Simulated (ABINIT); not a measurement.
**A GW chain in ABINIT: Al2O3 (Corundum)**

Aim: the G0W0 gap of Al2O3 (Corundum) on LDA, step by step.

Calculated with ABINIT 10.8.3; LDA and many-body steps on it, plane waves.

**What was measured.**

- Gap 8.7 eV: optical band gap of host from absorption; optical absorption, quoted from earlier work; bulk crystal (high-purity reference sample) (quoted in “Multi-petahertz electron interference in Cr:Al2O3 solid-state material”, 2018, pmc:5906618).

## (1) Starting point

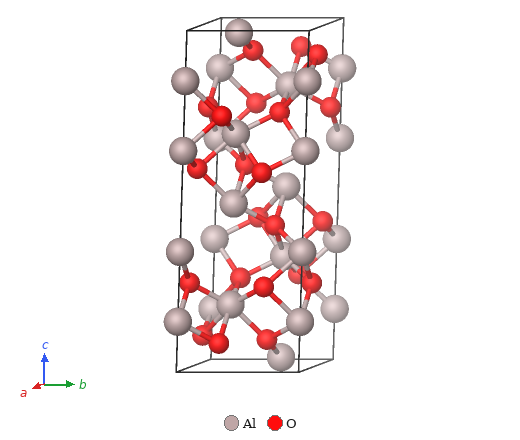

The cell as given, slightly off an axis (aluminium light grey, oxygen red). This picture shows the conventional cell, with its axes. Some periodic images of atoms are drawn too.

The cell and positions come from the Crystallography Open Database and are kept as given unless a step says otherwise.

## (2) Ground state

This step: ABINIT 10.8.3; DFT, LDA, plane waves, norm-conserving pseudopotentials.

The ground-state density comes first.

File run.abi:

```
acell 3*1.0 Angstrom
rprim 
  2.380249999995 1.374237978213 4.331866666707
  -2.380249999995 1.374237978213 4.331866666707
  -0.000000000000 -2.748475956495 4.331866666685
ntypat 2
znucl 13 8
natom 10
typat 1 1 1 1 2 2 2 2 2 2
xred 
  0.352160000000 0.352160000000 0.352160000000
  0.147840000000 0.147840000000 0.147840000000
  0.647840000000 0.647840000000 0.647840000000
  0.852160000000 0.852160000000 0.852160000000
  0.556680000000 0.943320000000 0.250000000000
  0.250000000000 0.556680000000 0.943320000000
  0.943320000000 0.250000000000 0.556680000000
  0.443320000000 0.056680000000 0.750000000000
  0.750000000000 0.443320000000 0.056680000000
  0.056680000000 0.750000000000 0.443320000000
pp_dirpath "pseudos"
pseudos "Al.upf, O.upf"
ecut 36
ngkpt 6 6 6
nshiftk 1
shiftk 0 0 0
kptopt 1
chksymbreak 0
nband 33
occopt 1
tolvrs 1e-10
nstep 60
prtwf 0
optforces 0
optstress 0
indata_prefix "in"
outdata_prefix "out"
tmpdata_prefix "tmp"
```

Launch:

```bash
$ OMP_NUM_THREADS=1 mpirun -n 8 abinit run.abi > log
```

Numbers of over 12 decimals in the logs are rounded to 6 here.

The log of the run:

```text
.Version 10.8.3 of ABINIT. v10.8.2 released Aug 2026.

 Symmetries : space group R-3 c (#167); Bravais hR (rhombohedral)
================================================================================
 Values of the parameters that define the memory need of the present run
     intxc =       0    ionmov =       0      iscf =       7    lmnmax =       6
     lnmax =       6     mgfft =      54  mpssoang =       3    mqgrid =    3001
     natom =      10  nloc_mem =       1    nspden =       1   nspinor =       1
    nsppol =       1      nsym =      12    n1xccc =    2501    ntypat =       2
    occopt =       1   xclevel =       1
-    mband =          33        mffmem =           1         mkmem =           4
       mpw =        5939          nfft =      157464          nkpt =          32
================================================================================
  Rough estimation (10% accuracy) of disk space for files :
================================================================================

--------------------------------------------------------------------------------
------------- Echo of variables that govern the present computation ------------
--------------------------------------------------------------------------------
 -outvars: echo values of preprocessed input variables --------
            acell      1.8897261259E+00  1.8897261259E+00  1.8897261259E+00 Bohr

      chksymbreak           0
             ecut      3.60000000E+01 Hartree
-          fftalg         312

              ixc       -1012
              kpt      0.00000000E+00  0.00000000E+00  0.00000000E+00
                       1.66666667E-01  0.00000000E+00  0.00000000E+00
                       3.33333333E-01  0.00000000E+00  0.00000000E+00
                       5.00000000E-01  0.00000000E+00  0.00000000E+00
                       1.66666667E-01  1.66666667E-01  0.00000000E+00
                       3.33333333E-01  1.66666667E-01  0.00000000E+00
                       5.00000000E-01  1.66666667E-01  0.00000000E+00
                      -3.33333333E-01  1.66666667E-01  0.00000000E+00
                      -1.66666667E-01  1.66666667E-01  0.00000000E+00
   [... 21 further rows ...]
                      -3.33333333E-01  5.00000000E-01  3.33333333E-01
                       5.00000000E-01  5.00000000E-01  5.00000000E-01
         kptrlatt        6    0    0      0    6    0      0    0    6
          kptrlen      5.39762473E+01
P           mkmem           4
            natom          10
            nband          33
            ngfft          54      54      54
             nkpt          32
            nstep          60
             nsym          12
           ntypat           2
              occ      2.000000  2.000000  2.000000  2.000000  2.000000  2.000000
                       2.000000  2.000000  2.000000  2.000000  2.000000  2.000000
                       2.000000  2.000000  2.000000  2.000000  2.000000  2.000000
                       2.000000  2.000000  2.000000  2.000000  2.000000  2.000000
                       0.000000  0.000000  0.000000  0.000000  0.000000  0.000000
[...]
optforces           0
        optstress           0
            prtwf           0
            rprim      2.3802500000E+00  1.3742379782E+00  4.3318666667E+00
[...]
spgroup         167

           tolvrs      1.00000000E-10

             xred      3.5216000000E-01  3.5216000000E-01  3.5216000000E-01
[...]
znucl       13.00000    8.00000

================================================================================

 chkinp: Checking input parameters for consistency.

================================================================================
== DATASET  1 ==================================================================
-   mpi_nproc: 8, omp_nthreads: 1 (-1 if OMP is not activated)

--- !DatasetInfo
iteration_state: {dtset: 1, }
dimensions: {natom: 10, nkpt: 32, mband: 33, nsppol: 1, nspinor: 1, nspden: 1, mpw: 5939, }
cutoff_energies: {ecut:  36.0, pawecutdg:  -1.0, }
electrons: {nelect:   4.80000000E+01, charge:   0.00000000E+00, occopt:   1.00000000E+00, tsmear:   1.00000000E-02, }

 Real(R)+Recip(G) space primitive vectors, cartesian coordinates (Bohr,Bohr^-1):
 R(1)=  4.4980206  2.5969334  8.1860416  G(1)=  0.1111600  0.0641783  0.0407197
 R(2)= -4.4980206  2.5969334  8.1860416  G(2)= -0.1111600  0.0641783  0.0407197
 R(3)=  0.0000000 -5.1938668  8.1860416  G(3)=  0.0000000 -0.1283565  0.0407197
 Unit cell volume ucvol=  5.7372986E+02 bohr^3
 Angles (23,13,12)=  5.52866708E+01  5.52866708E+01  5.52866708E+01 degrees

 getcut: wavevector=  0.0000  0.0000  0.0000  ngfft=  54  54  54
         ecut(hartree)=     36.000   => boxcut(ratio)=   2.06269

--- Pseudopotential description ------------------------------------------------
- Al Generated using ONCVPSP code by D. R. Hamann
- 13.00000   3.00000  180309                  znucl, zion, pspdat
12 -1012 2 -1 1854                            pspcod,pspxc,lmax,lloc,mmax
     nproj     2     2     2
  pspatm : epsatm=    0.57439143
         --- l  ekb(1:nproj) -->
[...]
pspatm: atomic psp has been read  and splines computed

- O Generated using ONCVPSP code by D. R. Hamann
-  8.00000   6.00000  201201                  znucl, zion, pspdat
12 -1012 2 -1 926                             pspcod,pspxc,lmax,lloc,mmax
     nproj     2     2     1
  pspatm : epsatm=    6.27558587
         --- l  ekb(1:nproj) -->
[...]
2   -1.033686
 pspatm: atomic psp has been read  and splines computed

   1.91765189E+03                                ecore*ucvol(ha*bohr**3)
--------------------------------------------------------------------------------

_setup2: Arith. and geom. avg. npw (full set) are    5919.005    5918.995

================================================================================

--- !BeginCycle
iteration_state: {dtset: 1, }
solver: {iscf: 7, nstep: 60, nline: 4, wfoptalg: 0, }
tolerances: {tolvrs: 1.00E-10, }

     iter   Etot(hartree)      deltaE(h)  residm     vres2
 ETOT  1  -108.65186436814    -1.087E+02 8.864E-02 1.595E+03
 ETOT  2  -108.75792348586    -1.061E-01 3.459E-02 1.354E+03
 ETOT  3  -109.19829957785    -4.404E-01 1.492E-02 7.734E+00
 ETOT  4  -109.20104848709    -2.749E-03 1.350E-02 6.686E-02
 ETOT  5  -109.20106783890    -1.935E-05 3.770E-03 1.033E-03
 ETOT  6  -109.20106800240    -1.635E-07 4.630E-03 1.582E-05
 ETOT  7  -109.20106800448    -2.080E-09 9.174E-04 1.692E-06
 ETOT  8  -109.20106800483    -3.466E-10 8.177E-04 1.411E-08
 ETOT  9  -109.20106800483    -3.070E-12 3.560E-04 9.236E-10
 ETOT 10  -109.20106800483    -1.279E-13 2.373E-04 2.142E-12

 At SCF step   10       vres2   =  2.14E-12 < tolvrs=  1.00E-10 =>converged.

--- !ResultsGS
iteration_state: {dtset: 1, }
comment   : Summary of ground state results
lattice_vectors:
- [  4.4980206,   2.5969334,   8.1860416, ]
- [ -4.4980206,   2.5969334,   8.1860416, ]
- [ -0.0000000,  -5.1938668,   8.1860416, ]
lattice_lengths: [   9.69472,    9.69472,    9.69472, ]
lattice_angles: [ 55.287,  55.287,  55.287, ] # degrees, (23, 13, 12)
lattice_volume:   5.7372986E+02
convergence: {deltae: -1.279E-13, res2:  2.142E-12, residm:  2.373E-04, diffor:  0.000E+00, }
etotal    :  -1.09201068E+02
entropy   :   0.00000000E+00
fermie    :   2.00562191E-01
cartesian_stress_tensor: null
pressure_GPa: null
xred      :
- [  3.5216E-01,   3.5216E-01,   3.5216E-01, Al]
- [  1.4784E-01,   1.4784E-01,   1.4784E-01, Al]
- [  6.4784E-01,   6.4784E-01,   6.4784E-01, Al]
- [  8.5216E-01,   8.5216E-01,   8.5216E-01, Al]
- [  5.5668E-01,   9.4332E-01,   2.5000E-01,  O]
- [  2.5000E-01,   5.5668E-01,   9.4332E-01,  O]
- [  9.4332E-01,   2.5000E-01,   5.5668E-01,  O]
- [  4.4332E-01,   5.6680E-02,   7.5000E-01,  O]
- [  7.5000E-01,   4.4332E-01,   5.6680E-02,  O]
- [  5.6680E-02,   7.5000E-01,   4.4332E-01,  O]
cartesian_forces: null
force_length_stats: {min: null, max: null, mean: null, }

 Integrated electronic density in atomic spheres:
 ------------------------------------------------
 Atom  Sphere_radius  Integrated_density
[...]
================================================================================

 ----iterations are completed or convergence reached----

 Mean square residual over all n,k,spin=   24.647E-07; max=  23.732E-05
 reduced coordinates (array xred) for   10 atoms
[...]
0.250000000000      0.556680000000      0.943320000000
       0.943320000000      0.250000000000      0.556680000000
       0.443320000000      0.056680000000      0.750000000000
       0.750000000000      0.443320000000      0.056680000000
       0.056680000000      0.750000000000      0.443320000000
 rms dE/dt=  0.0000E+00; max dE/dt=  0.0000E+00; dE/dt below (all hartree)
    1       0.000000000000      0.000000000000      0.000000000000
    2       0.000000000000      0.000000000000      0.000000000000
    3       0.000000000000      0.000000000000      0.000000000000
    4       0.000000000000      0.000000000000      0.000000000000
    5       0.000000000000      0.000000000000      0.000000000000
    6       0.000000000000      0.000000000000      0.000000000000
    7       0.000000000000      0.000000000000      0.000000000000
    8       0.000000000000      0.000000000000      0.000000000000
    9       0.000000000000      0.000000000000      0.000000000000
   10       0.000000000000      0.000000000000      0.000000000000

 cartesian coordinates (angstrom) at end:
[...]
6     -0.729975    -1.484122     7.580767
    7      1.650275     0.109884     7.580767
    8      0.920300    -1.374238     5.414833
    9      0.729975     1.484122     5.414833
   10     -1.650275    -0.109884     5.414833
 length scales=  1.889726125908  1.889726125908  1.889726125908 bohr
              =  1.000000000000  1.000000000000  1.000000000000 angstroms
 prteigrs : about to open file out_EIG
 Fermi (or HOMO) energy (hartree) =   0.20056   Average Vxc (hartree)=  -0.43728
 Eigenvalues (hartree) for nkpt=  32  k points:
 kpt#   1, nband= 33, wtk=  0.00463, kpt=  0.0000  0.0000  0.0000 (reduced coord)
  -0.49600   -0.40668   -0.39585   -0.39585   -0.38373   -0.38373   -0.05547   -0.01822
  -0.00528   -0.00528    0.03659    0.03965    0.03965    0.07664    0.09039    0.14733
   0.14733    0.15253    0.15253    0.18265    0.18265    0.19904    0.19904    0.20056
   0.42866    0.53158    0.58657    0.61852    0.61852    0.62162    0.64748    0.64751
   0.64804
 prteigrs : prtvol=0 or 1, do not print more k-points.

--- !EnergyTerms
iteration_state     : {dtset: 1, }
comment             : Components of total free energy in Hartree
kinetic             :  7.19315467774748E+01
hartree             :  2.62961443773299E+01
xc                  : -2.99208934291448E+01
Ewald energy        : -8.81149730954744E+01
psp_core            :  3.34242998166041E+00
local_psp           : -7.75374453660626E+01
non_local_psp       : -1.51978772506122E+01
total_energy        : -1.09201068004829E+02
total_energy_eV     : -2.97151243995304E+03
band_energy         : -1.45509086641674E+00

== END DATASET(S) ==============================================================
================================================================================

 -outvars: echo values of variables after computation  --------
           etotal     -1.0920106800E+02
            nband          33
             nkpt          32
          spgroup         167
 [... the other variables as echoed above ...]

 Calculation completed.
```

Wall time 47 s (8 MPI ranks of Intel Xeon 6975P-C (Granite Rapids), shared host); peak memory 0.89 GiB.

This step gave:

```
total energy               : -2971.5124 eV
gap                        : 6.207 eV
k of the valence top       : 0, 0, 0
k of the conduction bottom : 0, 0, 0
least direct gap           : 6.207 eV
```

The gap is direct, at Γ.

## (3) Empty states on the mesh, 2×2×2 mesh, 170 bands

The sums over transitions need many empty states on a uniform mesh; this step solves for them.

Changes to run.abi since step 2:

```diff
@@ -23,3 +23,3 @@
 ecut 36
-ngkpt 6 6 6
+ngkpt 2 2 2
 nshiftk 1
@@ -28,9 +28,10 @@
 chksymbreak 0
-nband 33
-occopt 1
-tolvrs 1e-10
+iscf -2
+irdden 1
+istwfk *1
+nband 170
+nbdbuf 14
+tolwfr 1e-09
 nstep 60
-prtwf 0
-optforces 0
-optstress 0
+prtvol 0
 indata_prefix "in"
```

Launch:

```bash
$ OMP_NUM_THREADS=2 mpirun -n 4 abinit run.abi > log
```

The log of the run:

```text
.Version 10.8.3 of ABINIT. v10.8.2 released Aug 2026.

 Symmetries : space group R-3 c (#167); Bravais hR (rhombohedral)
[... echo of the input left out ...]
== DATASET  1 ==================================================================
-   mpi_nproc: 4, omp_nthreads: 2 (-1 if OMP is not activated)

--- !DatasetInfo
iteration_state: {dtset: 1, }
dimensions: {natom: 10, nkpt: 4, mband: 170, nsppol: 1, nspinor: 1, nspden: 1, mpw: 5936, }
cutoff_energies: {ecut:  36.0, pawecutdg:  -1.0, }
electrons: {nelect:   4.80000000E+01, charge:   0.00000000E+00, occopt:   1.00000000E+00, tsmear:   1.00000000E-02, }

 Real(R)+Recip(G) space primitive vectors, cartesian coordinates (Bohr,Bohr^-1):
 R(1)=  4.4980206  2.5969334  8.1860416  G(1)=  0.1111600  0.0641783  0.0407197
 R(2)= -4.4980206  2.5969334  8.1860416  G(2)= -0.1111600  0.0641783  0.0407197
 R(3)=  0.0000000 -5.1938668  8.1860416  G(3)=  0.0000000 -0.1283565  0.0407197
 Unit cell volume ucvol=  5.7372986E+02 bohr^3
 Angles (23,13,12)=  5.52866708E+01  5.52866708E+01  5.52866708E+01 degrees

 getcut: wavevector=  0.0000  0.0000  0.0000  ngfft=  54  54  54
         ecut(hartree)=     36.000   => boxcut(ratio)=   2.06269

--- Pseudopotential description ------------------------------------------------
- Al Generated using ONCVPSP code by D. R. Hamann
- 13.00000   3.00000  180309                  znucl, zion, pspdat
12 -1012 2 -1 1854                            pspcod,pspxc,lmax,lloc,mmax
     nproj     2     2     2
  pspatm : epsatm=    0.57439143
         --- l  ekb(1:nproj) -->
             0    5.725870    0.726131
             1    6.190420    0.914022
             2   -4.229503   -0.925599
 pspatm: atomic psp has been read  and splines computed

- O Generated using ONCVPSP code by D. R. Hamann
-  8.00000   6.00000  201201                  znucl, zion, pspdat
12 -1012 2 -1 926                             pspcod,pspxc,lmax,lloc,mmax
     nproj     2     2     1
  pspatm : epsatm=    6.27558587
         --- l  ekb(1:nproj) -->
[...]
2   -1.033686
 pspatm: atomic psp has been read  and splines computed

--------------------------------------------------------------------------------

================================================================================
 prteigrs : about to open file out_EIG
 Non-SCF case, kpt    1 (  0.00000  0.00000  0.00000), residuals and eigenvalues=
  1.97E-10  6.67E-10  5.41E-11  4.12E-10  2.49E-10  6.87E-10  8.70E-11  8.27E-10
  1.18E-10  8.83E-10  1.11E-10  1.33E-10  7.83E-10  8.06E-11  8.71E-10  1.44E-10
  9.56E-10  8.64E-11  7.25E-10  1.15E-10  9.84E-10  1.03E-10  2.48E-10  3.44E-10
[...]
4.14E-04  2.90E-03
 -4.9600E-01 -4.0668E-01 -3.9585E-01 -3.9585E-01 -3.8373E-01 -3.8373E-01
 -5.5473E-02 -1.8220E-02 -5.2787E-03 -5.2787E-03  3.6588E-02  3.9651E-02
  3.9651E-02  7.6637E-02  9.0389E-02  1.4733E-01  1.4733E-01  1.5253E-01
[...]
2.7108E+00  2.7226E+00  2.7226E+00  2.7401E+00  2.7401E+00  2.7748E+00
  2.7748E+00  2.7900E+00  2.8265E+00  2.8780E+00  2.9203E+00  2.9638E+00
  2.9656E+00  2.9691E+00
 prteigrs : prtvol=0 or 1, do not print more k-points.

--- !ResultsGS
iteration_state: {dtset: 1, }
comment   : Summary of ground state results
lattice_vectors:
- [  4.4980206,   2.5969334,   8.1860416, ]
- [ -4.4980206,   2.5969334,   8.1860416, ]
- [ -0.0000000,  -5.1938668,   8.1860416, ]
lattice_lengths: [   9.69472,    9.69472,    9.69472, ]
lattice_angles: [ 55.287,  55.287,  55.287, ] # degrees, (23, 13, 12)
lattice_volume:   5.7372986E+02
convergence: {deltae:  0.000E+00, res2:  0.000E+00, residm:  9.877E-10, diffor:  0.000E+00, }
etotal    :  -1.09201068E+02
entropy   :   0.00000000E+00
fermie    :   2.00562191E-01
cartesian_stress_tensor: null
pressure_GPa: null
xred      :
- [  3.5216E-01,   3.5216E-01,   3.5216E-01, Al]
- [  1.4784E-01,   1.4784E-01,   1.4784E-01, Al]
- [  6.4784E-01,   6.4784E-01,   6.4784E-01, Al]
- [  8.5216E-01,   8.5216E-01,   8.5216E-01, Al]
- [  5.5668E-01,   9.4332E-01,   2.5000E-01,  O]
- [  2.5000E-01,   5.5668E-01,   9.4332E-01,  O]
- [  9.4332E-01,   2.5000E-01,   5.5668E-01,  O]
- [  4.4332E-01,   5.6680E-02,   7.5000E-01,  O]
- [  7.5000E-01,   4.4332E-01,   5.6680E-02,  O]
- [  5.6680E-02,   7.5000E-01,   4.4332E-01,  O]
cartesian_forces: null
force_length_stats: {min: null, max: null, mean: null, }

 Integrated electronic density in atomic spheres:
 ------------------------------------------------
 Atom  Sphere_radius  Integrated_density
[...]
================================================================================

 ----iterations are completed or convergence reached----

 Mean square residual over all n,k,spin=   38.441E-11; max=  98.771E-11
 reduced coordinates (array xred) for   10 atoms
[...]
0.750000000000      0.443320000000      0.056680000000
       0.056680000000      0.750000000000      0.443320000000

 cartesian coordinates (angstrom) at end:
    1      0.000000    -2.43e-11     4.576530
    2      0.000000    -1.02e-11     1.921270
    3     -0.000000    -4.47e-11     8.419070
[...]
9      0.729975     1.484122     5.414833
   10     -1.650275    -0.109884     5.414833
 length scales=  1.889726125908  1.889726125908  1.889726125908 bohr
              =  1.000000000000  1.000000000000  1.000000000000 angstroms
 prteigrs : about to open file out_EIG
 Eigenvalues (hartree) for nkpt=   4  k points:
 kpt#   1, nband=170, wtk=  0.12500, kpt=  0.0000  0.0000  0.0000 (reduced coord)
[...]
2.64488    2.66138    2.68555    2.68555    2.71078    2.72258    2.72258    2.74012
   2.74012    2.77485    2.77485    2.79000    2.82651    2.87800    2.92027    2.96384
   2.96563    2.96907
 prteigrs : prtvol=0 or 1, do not print more k-points.

== END DATASET(S) ==============================================================
================================================================================

 -outvars: echo values of variables after computation  --------
            nband         170
             nkpt           4
          spgroup         167
 [... the other variables as echoed above ...]

 Calculation completed.
```

The job ended after 46 s (4 MPI ranks; peak memory 0.45 GiB; 4.4 min of CPU time).

Numbers from this step:

```
gap                                                           : 6.207 eV
k of the valence top                                          : 0, 0, 0
k of the conduction bottom                                    : 0, 0, 0
least direct gap                                              : 6.207 eV
k points computed                                             : 4
lowest point of the top converged band, above the valence top : 67.6200 eV
```

On this mesh the gap is 6.207 eV.

[end of part 1 of 2]

[Paths, hosts, dates, memory and timing lines, banners, echoed tables and standing remarks are left out of the program output.]

[Logs are printed without paths, hosts, clocks, repeated set-up lines and the standing remarks that a program may print on its own settings, such as how far it seeks lower states.]

[Runs of the session that timed out or met a known fault of the program may be left out.]

[Hosts, paths, dates, database ids (printed as entryN), source tags and the programs' standing remarks are cut or masked in the printed files.]

[G0W0 gaps are taken among the corrected bands and points alone; a level outside them can change the order at an edge.]

[Where Ansatz stands beside ABINIT at settings called matched, ABINIT's density can come from a denser mesh and the files from another edition; pairs whose starting gaps differed by over 0.03 eV were left out, so agreement reads better than it is.]
